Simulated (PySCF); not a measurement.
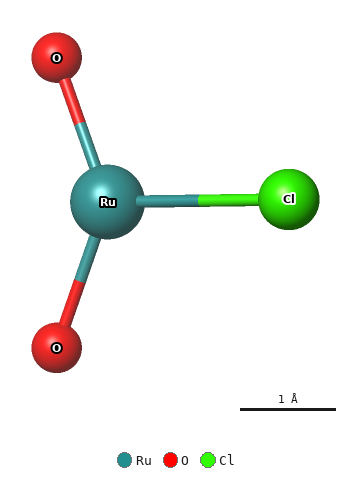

Fig. 1: The structure (ball-and-stick view, seen at a tilt). Sticks mark near contacts.

# Run report: RuO₂Cl, frequency calculation

RuO₂Cl, multiplicity 2, computed with UKS-based PBE0, Ru def2-TZVP with ECP28, O def2-TZVP, Cl def2-TZVP; non-relativistic Hamiltonian with a scalar-relativistic core potential; density fitting (PySCF 2.14.0).

**The program's output**
```
init E= -705.300192409075
  alpha nocc = 25  HOMO = -0.299720037984253  LUMO = -0.158618703085049
  beta  nocc = 24  HOMO = -0.295658899954151  LUMO = -0.198066231976821
  HOMO = -0.295658899954  LUMO = -0.198066231977  gap/eV = 2.65563
cycle= 1 E= -705.300192409074  delta_E= 1.02e-12  |g|= 2.86e-06  |ddm|= 2.18e-06
  alpha nocc = 25  HOMO = -0.299719552622941  LUMO = -0.15861822509889
  beta  nocc = 24  HOMO = -0.295658349908824  LUMO = -0.198065389818261
  HOMO = -0.295658349909  LUMO = -0.198065389818  gap/eV = 2.65564
Extra cycle  E= -705.300192409037  delta_E= 3.66e-11  |g|= 1.07e-05  |ddm|= 5.85e-06
converged SCF energy = -705.300192409037  <S^2> = 0.75633793  2S+1 = 2.0063279
```

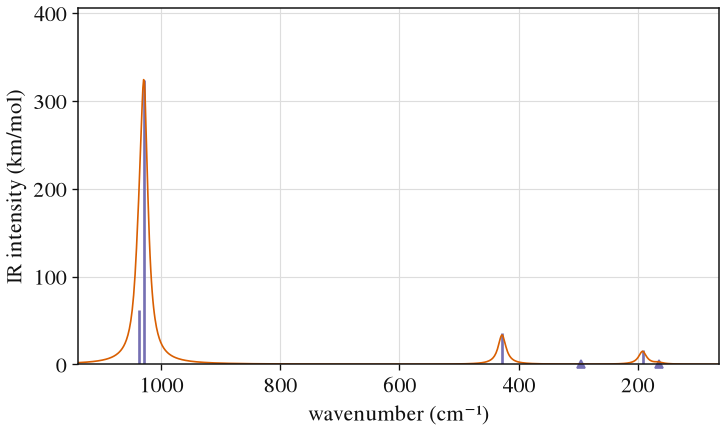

Fig. 2: Harmonic infrared spectrum, unscaled: sticks (degenerate modes added up, dark ones marked on the axis) with a Lorentzian envelope of 16 cm⁻¹ full width, scaled to the tallest stick. 6 modes from 165 to 1038 cm⁻¹, none imaginary. The strongest line is at 1029 cm⁻¹ (324 km/mol). All modes, in cm⁻¹ (km/mol): 165 (1.8), 192 (15.8), 295 (0.1), 428 (36), 1029 (324), 1038 (61).

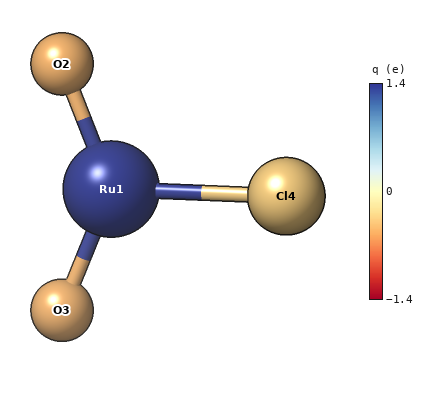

Fig. 3: Mulliken charges, as the colour of each atom (ball-and-stick view, seen at a tilt; atoms are numbered from 1 in the order of the input; Mulliken charges depend strongly on the basis). By element: Ru +1.36, O −0.51 and Cl −0.35 e.

This output came from the following input.

**The input**
```python
from pyscf import gto, scf, dft
mol = gto.M(atom='''
Ru    -0.000000     0.000000    -0.343601
O      1.528073     0.000000    -0.970419
O     -1.528073     0.000000    -0.970419
Cl     0.000000     0.000000     1.889051''',
    basis={'Ru': 'def2-TZVP', 'O': 'def2-TZVP', 'Cl': 'def2-TZVP'},
    ecp={'Ru': 'def2-TZVP'},
    charge=0, spin=1)
mf = dft.UKS(mol, xc='PBE0')
mf.grids.atom_grid = (75, 302)
aux = {'Ru': 'def2-universal-JKFIT', 'O': 'def2-universal-JKFIT', 'Cl': 'def2-universal-JKFIT'}
mf = mf.density_fit(auxbasis=aux)
mf.conv_tol = 1e-09
mf.diis_space = 10
mf.max_cycle = 60
mf.verbose = 4
mf.kernel()
```

The script is an equivalent of the set-up of the self-consistent field. The run itself was carried out by a driver, which started from the orbitals of the step before it where there was one and computed the further properties.

Command:
```bash
OMP_NUM_THREADS=4 python axn.py task.json out
```

**Results in brief**

- outcome: converged
- total energy: −705.300192 hartree
- ⟨S²⟩: 0.756
- zero-point energy: 0.007167 hartree
- dipole moment: 0.91 D
- wavenumbers, lowest and highest: 165 and 1038 cm⁻¹
- hardware: 4 threads of Arm Neoverse V2, 24 GiB of memory available, shared host
- wall time: 79 s (CPU time 4.4 min)
- peak memory: 1.5 GiB
